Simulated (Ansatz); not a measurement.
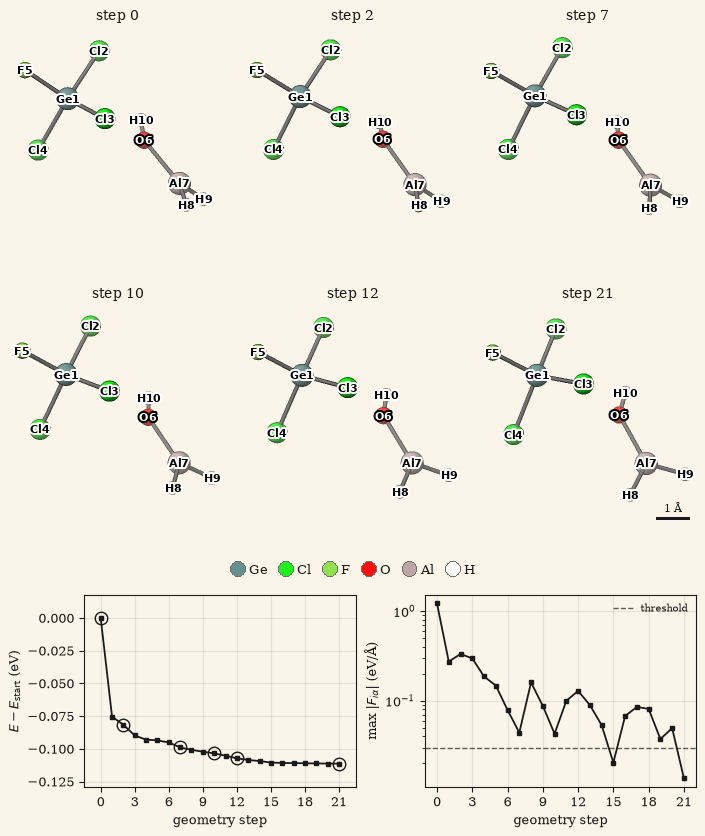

Frames of a relaxation of AlGeH₃OCl₃F, marked on the history of the run. Style: ball-and-stick. Shown from a free direction.

The run prepares an end point of a later path (reaction) calculation, from a guessed geometry.

These are results of RHF/def2-SVP in Ansatz 0.2.0, not measurements. Settings: no spin polarisation; force threshold 0.03 eV/Å; at most 50 steps.

**What happens along the run?**

After 21 geometry steps the energy has fallen by 0.111 eV. The largest force component goes from 1.2 to 0.014 eV/Å. The forces were under the threshold at step 15, but the run went on from there. H8 moves most after the best rigid fit: 0.94 Å. By element the largest moves are H 0.94 Å, Cl 0.48 Å, O 0.23 Å, F 0.21 Å, Al 0.13 Å, Ge 0.06 Å. Near-neighbour distances that change, for instance: Ge1–Cl2 2.187 → 2.120 Å, O6–H10 0.968 → 0.943 Å, Al7–H8 1.574 → 1.568 Å, Ge1–Cl3 2.108 → 2.114 Å. From step 0 to 2: H10 moves most (0.19 Å), energy −0.082 eV. From step 2 to 7: H8 moves most (0.15 Å), energy −0.017 eV. From step 7 to 10: H8 moves most (0.21 Å), energy −0.005 eV. From step 10 to 12: H8 moves most (0.29 Å), energy −0.004 eV. From step 12 to 21: H8 moves most (0.22 Å), energy −0.004 eV.

Limits of the set-up: the start holds two separate molecules, 2.6 Å apart at their closest, whose relative position is a soft coordinate and is computed without a dispersion correction; Hartree-Fock leaves out electron correlation.
